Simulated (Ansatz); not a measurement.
ClF₂H₂NTi···H₂S

```yaml
atoms:
  - { symbol: Ti, position_ang: [-0.0514, -0.3566, 0.0863] }
  - { symbol: N, position_ang: [-0.2617, -0.3354, 1.8950] }
  - { symbol: H, position_ang: [-0.1184, 0.5492, 2.3900] }
  - { symbol: H, position_ang: [-0.4410, -1.1188, 2.5182] }
  - { symbol: Cl, position_ang: [2.1141, -0.2379, -0.4000] }
  - { symbol: F, position_ang: [-0.8088, 1.0606, -0.5728] }
  - { symbol: F, position_ang: [-0.7150, -1.8457, -0.4938] }
  - { symbol: S, position_ang: [1.3172, 2.7806, 1.9264] }
  - { symbol: H, position_ang: [1.8390, 2.1942, 0.8247] }
  - { symbol: H, position_ang: [2.2894, 2.2669, 2.7110] }
```

Level of theory: Ansatz, RKS PBE0-D4/def2-SVP.

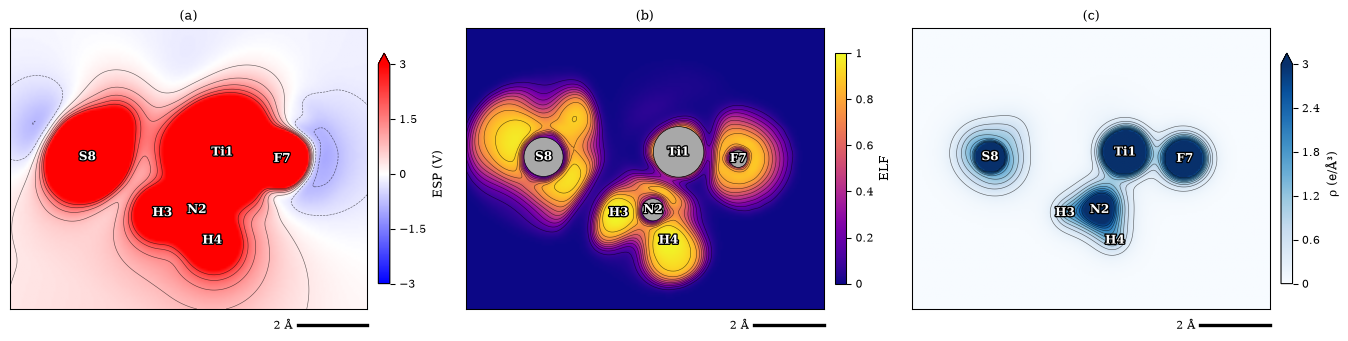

Figure 1. (a) electrostatic potential; (b) electron localisation function; (c) electron density on the plane of atoms N2, Ti1 and F7. Grey discs cover the atomic cores in the ELF map.

Read the bonding off the picture.

Atoms in the plane: Ti, N, H, F and S.
S8···H3 (2.69 Å): the density falls to about 0.09 e/Å³ on the way; the ELF dips to about 0.05 between them; a weak contact between the two molecules.
Ti–F (1.73 Å): ρ at the midpoint is about 1.1 e/Å³; the ELF peaks at about 0.85 in the valence shell of F, 0.5 Å from its nucleus, and drops to about 0.25 between the two atoms.
Ti–N (1.82 Å): ρ is about 1.1 e/Å³ halfway; the ELF peaks at about 0.85 in the valence shell of N, 0.6 Å from its nucleus, and is about 0.35 at the midpoint.
N–H (1.02 Å): the density is about 2.7 e/Å³ at the midpoint; the ELF climbs to about 1 towards the hydrogen, as it does in any bond to H (an ordinary covalent bond to hydrogen).
The ELF also peaks beside S8, away from the bonds: lone-pair regions.
Outside the dense part of the complex the potential is most negative (−1.0 V) near F7.

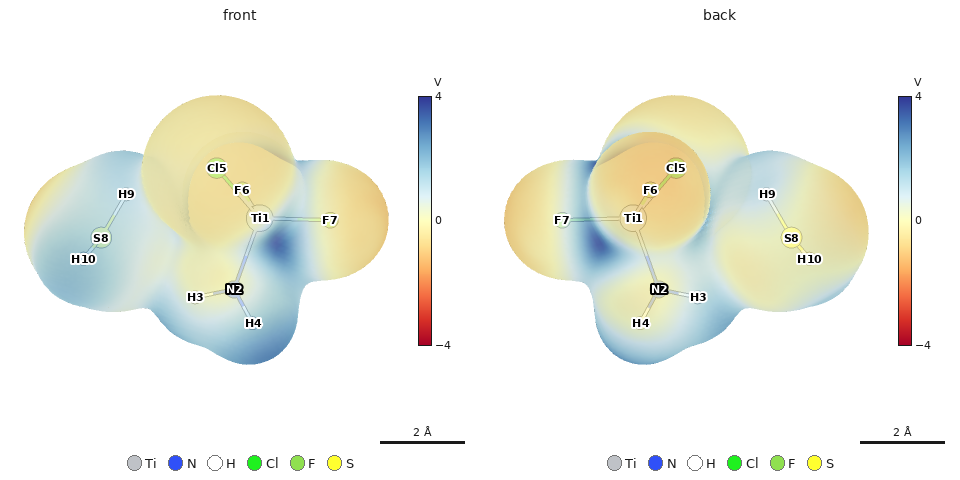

Figure 2. The electrostatic potential painted on the density surface at 0.004 e/bohr³, seen from the front and from behind; the colour scale runs from red (negative) to blue (positive).

Where is the surface potential most negative and most positive?

The most negative region (about −1.1 V) lies over F6, the most positive (about +3.6 V) over Ti1.

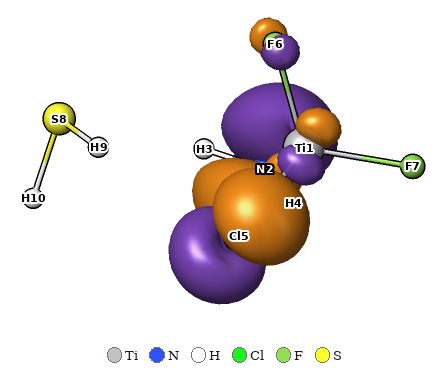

Figure 3. The HOMO−1 at ±0.15 Å⁻³ᐟ² (orange and purple are the two phases), seen from one side.

Where does this orbital lie, and at what energy?

It lies mainly on N2 (about 50 %), Cl5 (about 25 %) and Ti1 (about 10 %); largely a combination of lone pairs on N2 and Cl5. Its energy is −8.37 eV.
